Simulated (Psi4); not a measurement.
# SnH3O (SMILES [OH][SnH2]): UPBE0/def2-TZVP (core potential, sweep point 8)

Aim: the vertical ionisation energy of SnH3O at UPBE0/def2-TZVP (core potential, sweep point 8), from 2 runs. 

Program for the calculation: Psi4 1.11.

4 further runs of the same task are left out: 2 that didn't finish, 2 set aside as unsound or not needed.

## 1. Starting point

SnH3O has 5 atoms, charge 0, and is taken as a doublet. As SMILES, `[OH][SnH2]`. The shape is that of a PBE0-D4/def2-TZVP optimisation. This is one conformer, not always the lowest.

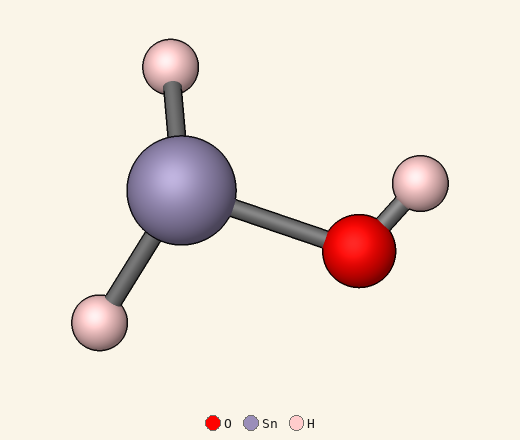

The structure, seen from a chosen angle (oxygen red, tin purple, hydrogen pink).

## 2. The energy at UPBE0/def2-TZVP (core potential, sweep point 8)

The input, input.in:

```
memory 1.6 GB

molecule {
  0 2
  O      0.707400    -0.732900     0.861900
  Sn     0.104500     0.308800    -0.705500
  H      0.368600    -1.631300     0.873200
  H     -1.606800     0.061300    -0.845900
  H      0.476300     1.920400    -0.224900
  units angstrom
  symmetry c1
}

set basis def2-TZVP
set reference uks
set puream true
set scf_type pk
set dft_radial_points 99
set dft_spherical_points 590
set maxiter 150

energy_value, wavefunction = energy("pbe0", return_wfn=True)
print_variables()
```

Launch:

```sh
$ psi4 input.in input.out -n 1
```

input.out:

```text
[...]
    !!!  WARNING: ECP capability is in beta. Please check occupations closely.  !!!
[...]
  Running in c1 symmetry.
[...]
  Nuclear repulsion =   73.023538425356065
[...]
  Multiplicity = 2
[...]
  Nalpha       = 17
  Nbeta        = 16
[...]
    Number of basis functions: 99
[...]
 WARNING: Atomic UHF is not converging! Try casting from a smaller basis or call Rob at CCMST.
   -------------------------
[...]
   @UKS iter   1:  -290.91389104775874   -1.22539e+00   9.39202e-03 DIIS/ADIIS
[...]
   @UKS iter  10:  -291.24972393137722   -3.34805e-08   4.86848e-07 DIIS
[...]
   @S^2 Observed:                7.527043640E-01
[...]
    Orbital Energies [Eh]
    ---------------------
    Alpha Occupied:
       1A    -19.195916     2A     -5.151079     3A     -3.485907
       4A     -3.482314     5A     -3.480786     6A     -1.069282
       7A     -1.049693     8A     -1.048876     9A     -1.045672
      10A     -1.045008    11A     -0.976507    12A     -0.540038
      13A     -0.453581    14A     -0.361099    15A     -0.347365
      16A     -0.325075    17A     -0.226365
    Alpha Virtual:
      18A     -0.023055    19A      0.026619    20A      0.034860
      21A      0.080110    22A      0.097350    23A      0.100288
      24A      0.135036    25A      0.168711    26A      0.193758
[...]
  @UKS Final Energy:  -291.24972393137722
   => Energetics <=
    Nuclear Repulsion Energy =             73.0235384253560653
    One-Electron Energy =                -627.4884482218164976
    Two-Electron Energy =                 284.3000330334525643
    DFT Exchange-Correlation Energy =     -21.0848471683693184
    Empirical Dispersion Energy =           0.0000000000000000
    VV10 Nonlocal Energy =                  0.0000000000000000
    Total Energy =                       -291.2497239313772184
[...]
 Multipole Moments:
 ------------------------------------------------------------------------------------
     Multipole            Electronic (a.u.)      Nuclear  (a.u.)        Total (a.u.)
 ------------------------------------------------------------------------------------
 L = 1.  Multiply by 2.5417464519 to convert [e a0] to [Debye]
 Dipole X            :         -3.5501497            3.2399778           -0.3101719
 Dipole Y            :          8.8662597           -9.0966471           -0.2303874
 Dipole Z            :        -15.7608705           15.1996945           -0.5611760
 Magnitude           :                                                    0.6813248
[...]
```

It took 16 s on 1 thread of Intel Xeon Platinum 8488C (Sapphire Rapids), shared host; peak memory 0.74 GiB.

## 3. The singlet cation, same level

The input, calc.inp:

```
memory 1.6 GB

molecule molecule1 {
  1 1
  O      0.707400    -0.732900     0.861900
  Sn     0.104500     0.308800    -0.705500
  H      0.368600    -1.631300     0.873200
  H     -1.606800     0.061300    -0.845900
  H      0.476300     1.920400    -0.224900
  symmetry c1
}

set globals {
  basis def2-TZVP
  puream true
  scf_type pk
  dft_radial_points 99
  dft_spherical_points 590
}

energy_value = energy('pbe0')
```

Launch:

```sh
$ psi4 -n 1 calc.inp calc.out
```

calc.out:

```text
[...]
    !!!  WARNING: ECP capability is in beta. Please check occupations closely.  !!!
[...]
  Running in c1 symmetry.
[...]
  Nuclear repulsion =   73.023538425356065
[...]
  Multiplicity = 1
[...]
  Nalpha       = 16
  Nbeta        = 16
[...]
    Number of basis functions: 99
[...]
 WARNING: Atomic UHF is not converging! Try casting from a smaller basis or call Rob at CCMST.
   -------------------------
[...]
   @RKS iter   1:  -290.67215379142988   -9.83650e-01   8.65558e-03 ADIIS/DIIS
[...]
   @RKS iter  10:  -290.94113282078905   -9.07556e-09   4.81704e-07 DIIS
[...]
    Orbital Energies [Eh]
    ---------------------
    Doubly Occupied:
       1A    -19.446013     2A     -5.433419     3A     -3.773320
       4A     -3.762119     5A     -3.760443     6A     -1.342907
       7A     -1.333038     8A     -1.331741     9A     -1.325316
      10A     -1.321740    11A     -1.216981    12A     -0.779743
      13A     -0.687060    14A     -0.592428    15A     -0.573231
      16A     -0.555769
[...]
  @RKS Final Energy:  -290.94113282078905
   => Energetics <=
    Nuclear Repulsion Energy =             73.0235384253560653
    One-Electron Energy =                -618.7952575458082265
    Two-Electron Energy =                 275.6885370430023841
    DFT Exchange-Correlation Energy =     -20.8579507433392592
    Empirical Dispersion Energy =           0.0000000000000000
    VV10 Nonlocal Energy =                  0.0000000000000000
    Total Energy =                       -290.9411328207890506
[...]
 Multipole Moments:
 ------------------------------------------------------------------------------------
     Multipole            Electronic (a.u.)      Nuclear  (a.u.)        Total (a.u.)
 ------------------------------------------------------------------------------------
 L = 1.  Multiply by 2.5417464519 to convert [e a0] to [Debye]
 Dipole X            :         -3.5828617            3.2399778           -0.3428840
 Dipole Y            :          8.8879213           -9.0966471           -0.2087258
 Dipole Z            :        -16.0723190           15.1996945           -0.8726245
 Magnitude           :                                                    0.9605256
[...]
```

Wall time 12 s (1 thread of Intel Xeon Platinum 8488C (Sapphire Rapids), shared host); peak memory 0.74 GiB.

## 4. Summary of results

At UPBE0/def2-TZVP (core potential, sweep point 8):

| quantity | value |
| --- | --- |
| doublet SnH3O: total energy | -291.24972 Eh |
| doublet SnH3O: dipole moment | 1.73 D |
| doublet SnH3O: HOMO energy (highest over α and β) | -6.16 eV |
| doublet SnH3O: LUMO energy (lowest over α and β) | -3.15 eV |
| doublet SnH3O: ⟨S²⟩ | 0.753 |
| singlet cation: total energy | -290.94113 Eh |
| singlet cation: HOMO energy | -15.12 eV |
| singlet cation: LUMO energy | -10.58 eV |
| singlet cation: HOMO–LUMO gap | 4.54 eV |
| vertical ionisation energy (to the singlet cation) | 8.397 eV |

In words: The vertical ionisation energy comes to 8.40 eV (810 kJ/mol). Only the singlet of the ionised species was computed; a triplet could lie lower.
